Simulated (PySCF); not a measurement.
Consider C5H13Si2 (SMILES CC[CH]C1[SiH2]C[SiH2]1) (doublet).

Input

```
{"job": {"kind": "epr", "basis": "pcH-1"}, "charge": 0, "multiplicity": 2}
C      2.631491    -0.619778     0.891409
C      2.209585    -0.340080    -0.562974
C      0.760684    -0.587251    -0.774456
C     -0.243034     0.423725    -0.560937
Si    -1.844718     0.395454    -1.654622
C     -2.871732     0.618272    -0.051658
Si    -1.355724     0.301867     1.070330
H      3.693825    -0.426825     1.026904
H      2.068420     0.016645     1.571024
H      2.430412    -1.657719     1.146061
H      2.802484    -0.984338    -1.220264
H      2.449708     0.700945    -0.798547
H      0.442923    -1.614823    -0.863871
H      0.223958     1.412688    -0.578688
H     -1.953633     1.465276    -2.649279
H     -2.060136    -0.900310    -2.297940
H     -3.284711     1.617772     0.058320
H     -3.699984    -0.072484     0.077409
H     -1.084076     1.300492     2.106940
H     -1.320890    -1.038851     1.652106
```

Run with:

```sh
OMP_NUM_THREADS=1 python probes_run.py task.json out
```

Geometry: GFN2-xTB.

These are results of UKS B3LYP, pcH-1 on C H Si, non-relativistic, mean-field spin-orbit, GIAO (PySCF 2.14.0, density-fitted response routines), not measurements.

Q: Predict the electron density, electron localisation function and spin density between the atoms.

A: C–C (1.44 Å): ρ is about 1.8 e/Å³ halfway; the ELF peaks at about 0.95 between the atoms, as expected for a covalent bond.
C–H (1.08 Å): the density is about 1.9 e/Å³ at the midpoint; the ELF climbs to about 1 towards the hydrogen, as it does in any bond to H; an ordinary covalent bond to hydrogen.
The unpaired spin (1 electron) lies mostly on C3 (about 0.6) and Si7 (about 0.1), in electrons by Hirshfeld's partition.

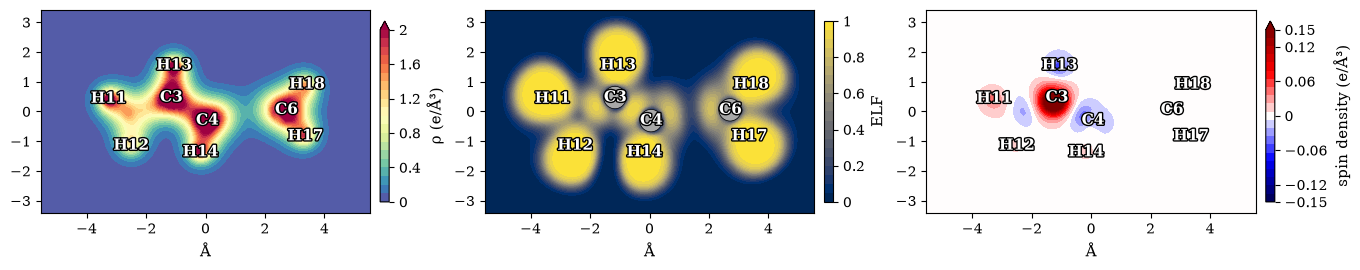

Computed electron density, electron localisation function and spin density on the plane of atoms C3, C4 and H14, in this order. Grey discs cover the atomic cores in the ELF map. 
